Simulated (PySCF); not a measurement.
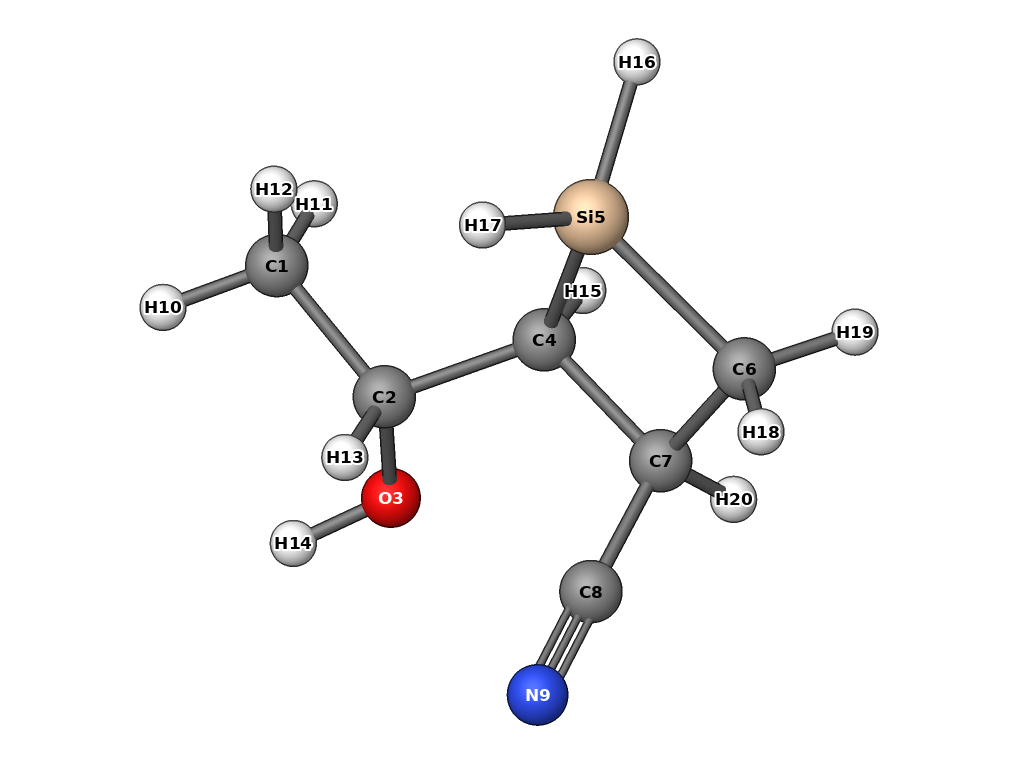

The questions are on ESP-fitted charges. Computed geometry: GFN2-xTB optimisation. No frequency run is at hand to confirm it as a minimum. Properties computed with PBE0/pcSseg-1, gas phase (PySCF 2.14.0).

**Which atom carries the highest charge (most positive or least negative)?**

Si5 (0.47 e).

**And the lowest?**

O3 (−0.67 e).

Give the ESP-fitted charges atom by atom.

```json
{"atom": "C1", "value (e)": "−0.57"}
{"atom": "C2", "value (e)": "0.41"}
{"atom": "O3", "value (e)": "−0.67"}
{"atom": "C4", "value (e)": "−0.28"}
{"atom": "Si5", "value (e)": "0.47"}
{"atom": "C6", "value (e)": "−0.47"}
{"atom": "C7", "value (e)": "0.09"}
{"atom": "C8", "value (e)": "0.29"}
{"atom": "N9", "value (e)": "−0.47"}
{"atom": "H10", "value (e)": "0.15"}
{"atom": "H11", "value (e)": "0.15"}
{"atom": "H12", "value (e)": "0.13"}
{"atom": "H13", "value (e)": "0.03"}
{"atom": "H14", "value (e)": "0.42"}
{"atom": "H15", "value (e)": "0.13"}
{"atom": "H16", "value (e)": "−0.11"}
{"atom": "H17", "value (e)": "−0.09"}
{"atom": "H18", "value (e)": "0.15"}
{"atom": "H19", "value (e)": "0.13"}
{"atom": "H20", "value (e)": "0.10"}
```

The geometry is semi-empirical. Around Si such bond lengths and angles can be off by a tenth of an ångström or more and by several degrees, and values that hang on the shape move with them.
